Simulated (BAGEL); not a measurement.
**C2F3N (trifluoromethylisocyanide): HF/STO-3G (density fitting with cc-pvqz-jkfit)**

What is the vertical ionisation energy of C2F3N (trifluoromethylisocyanide) at HF/STO-3G (density fitting with cc-pvqz-jkfit)? 

The calculation is run with BAGEL 1.2.2.

2 further runs of the same task are left out: 2 set aside as unsound or not needed. Runs told in other sessions of the task aren't counted.

### Step 1. The molecule

C2F3N has 6 atoms, charge 0, and is taken as a singlet. SMILES: `[C-]#[N+]C(F)(F)F`. Geometry: relaxed at PBE0-D4/def2-TZVP.

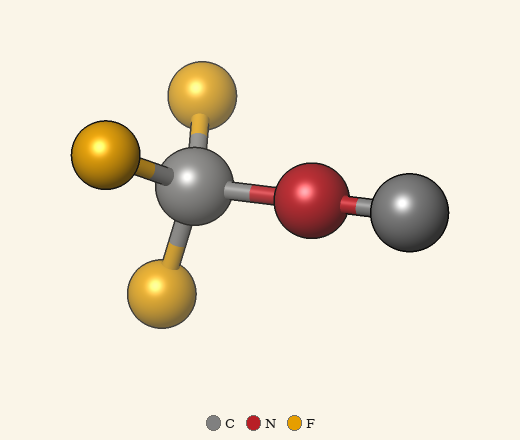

Viewed from a chosen angle; carbon grey, nitrogen red, fluorine amber.

### Step 2. The energy at HF/STO-3G (density fitting with cc-pvqz-jkfit)

Input file input.json:

```json
{ "bagel" : [

{
  "title" : "molecule",
  "basis" : "sto-3g",
  "df_basis" : "cc-pvqz-jkfit",
  "angstrom" : true,
  "geometry" : [
    { "atom" : "C", "xyz" : [       0.847870,      -1.738560,       0.906050 ] },
    { "atom" : "N", "xyz" : [       0.383970,      -0.786810,       0.410270 ] },
    { "atom" : "C", "xyz" : [      -0.172600,       0.353950,      -0.184440 ] },
    { "atom" : "F", "xyz" : [      -1.291150,       0.037040,      -0.816420 ] },
    { "atom" : "F", "xyz" : [       0.677790,       0.873500,      -1.054990 ] },
    { "atom" : "F", "xyz" : [      -0.445880,       1.260880,       0.739530 ] }
  ]
},

{
  "title" : "hf"
},

{
  "title" : "print",
  "file" : "orbitals.molden",
  "orbitals" : true
}

]}
```

The run is started by

```sh
$ BAGEL_NUM_THREADS=1 BAGEL input.json > input.out
```

The program printed:

```text
* using 1 threads per process

  ===============================================================
  ===============================================================

  *** Geometry ***

  { "atom" : "C", "xyz" : [      1.602242,     -3.285402,      1.712186 ] },
  { "atom" : "N", "xyz" : [      0.725598,     -1.486855,      0.775298 ] },
  { "atom" : "C", "xyz" : [     -0.326167,      0.668869,     -0.348541 ] },
  { "atom" : "F", "xyz" : [     -2.439920,      0.069995,     -1.542810 ] },
  { "atom" : "F", "xyz" : [      1.280837,      1.650676,     -1.993642 ] },
  { "atom" : "F", "xyz" : [     -0.842591,      2.382718,      1.397509 ] },

  Number of auxiliary basis functions:      636

  Since a DF basis is specified, we compute 2- and 3-index integrals:
    o Being stored without compression. Storage requirement is 0.005 GB

  Number of basis functions:       30
  Number of electrons      :       46

    * METHOD: MOLECULE                             0.29

  *** RHF ***

  === Nuclear Repulsion ===
   237.7871806126

      * DIIS with orbital gradients will be used.

  === RHF iteration (sto-3g) ===
      0       -422.41436588          0.02746164           0.03
      1       -422.58648243          0.00937416           0.03
      2       -422.60436077          0.00296005           0.03
      3       -422.60639345          0.00074875           0.03
      4       -422.60675733          0.00007876           0.03
      5       -422.60676018          0.00001122           0.03
      6       -422.60676023          0.00000097           0.03
      7       -422.60676023          0.00000026           0.03
      8       -422.60676023          0.00000002           0.03
      9       -422.60676023          0.00000001           0.03
    * SCF iteration converged.

    * Permanent dipole moment:
           (    0.167968,    -0.344442,     0.179475) a.u.

    * METHOD: HF                                   0.37

    * METHOD: PRINT                                0.00

  ===============================================================
```

It took 0.78 s on 1 thread of Arm Neoverse V2, shared host; peak memory 0.083 GiB.

### Step 3. The doublet cation, same level

Edit input.json of step 2 so:

```diff
@@ -18,3 +18,5 @@
 {
-  "title" : "hf"
+  "title" : "uhf",
+  "charge" : 1,
+  "nopen" : 1
 },
```

The run is started by

```sh
$ BAGEL_NUM_THREADS=1 BAGEL input.json > input.out
```

The program printed:

```text
* using 1 threads per process

  ===============================================================
  ===============================================================

  *** Geometry ***

  { "atom" : "C", "xyz" : [      1.602242,     -3.285402,      1.712186 ] },
  { "atom" : "N", "xyz" : [      0.725598,     -1.486855,      0.775298 ] },
  { "atom" : "C", "xyz" : [     -0.326167,      0.668869,     -0.348541 ] },
  { "atom" : "F", "xyz" : [     -2.439920,      0.069995,     -1.542810 ] },
  { "atom" : "F", "xyz" : [      1.280837,      1.650676,     -1.993642 ] },
  { "atom" : "F", "xyz" : [     -0.842591,      2.382718,      1.397509 ] },

  Number of auxiliary basis functions:      636

  Since a DF basis is specified, we compute 2- and 3-index integrals:
    o Being stored without compression. Storage requirement is 0.005 GB

  Number of basis functions:       30
  Number of electrons      :       46

    * METHOD: MOLECULE                             0.28

  *** Open-shell HF ***

  === Nuclear Repulsion ===
   237.7871806126

      * DIIS with orbital gradients will be used.

  === UHF iteration (sto-3g) ===
      0       -421.97702035          0.05735252           0.06
      1       -422.20892370          0.01920255           0.06
      2       -422.23695382          0.00939390           0.06
      3       -422.24557964          0.00494862           0.06
      4       -422.25034228          0.00232423           0.06
      5       -422.25636844          0.00097298           0.06
      6       -422.25903330          0.00060050           0.06
      7       -422.26415877          0.00064586           0.06
      8       -422.26767269          0.00049007           0.06
      9       -422.26869748          0.00010283           0.06
     10       -422.26874456          0.00010488           0.06
     11       -422.26874711          0.00004493           0.06
     12       -422.26874771          0.00000410           0.06
     13       -422.26874797          0.00000268           0.06
     14       -422.26874802          0.00000065           0.06
     15       -422.26874802          0.00000051           0.06
     16       -422.26874802          0.00000022           0.06
     17       -422.26874802          0.00000006           0.06
     18       -422.26874802          0.00000003           0.06
     19       -422.26874802          0.00000001           0.06
    * SCF iteration converged.

    * S^2 (UHF) is 1.2338

    * Permanent dipole moment:
           (   -1.105051,     2.265694,    -1.180877) a.u.

    * METHOD: UHF                                  1.26

    * METHOD: PRINT                                0.00

  ===============================================================
```

It took 1.7 s on 1 thread of Arm Neoverse V2, shared host; peak memory 0.083 GiB.

### Step 4. Summary of results

At HF/STO-3G (density fitting with cc-pvqz-jkfit):

```
                                          quantity          value
                       singlet C2F3N: total energy  -422.60676 Eh
                      singlet C2F3N: dipole moment         1.08 D
                        singlet C2F3N: HOMO energy      -11.41 eV
                        singlet C2F3N: LUMO energy        8.45 eV
                      singlet C2F3N: HOMO–LUMO gap       19.86 eV
                      doublet cation: total energy  -422.26875 Eh
                              doublet cation: ⟨S²⟩          1.234
vertical ionisation energy (to the doublet cation)       9.198 eV
```

**Reading.** The vertical ionisation energy comes to 9.20 eV (887 kJ/mol). −ε(HOMO) before ionisation, 11.41 eV, is 2.21 eV above this ionisation energy. In a minimal basis such a difference can be off by several eV, whatever the method. ⟨S²⟩ (doublet cation) is 1.23 where a pure doublet has 0.75: the reference is spin-contaminated.
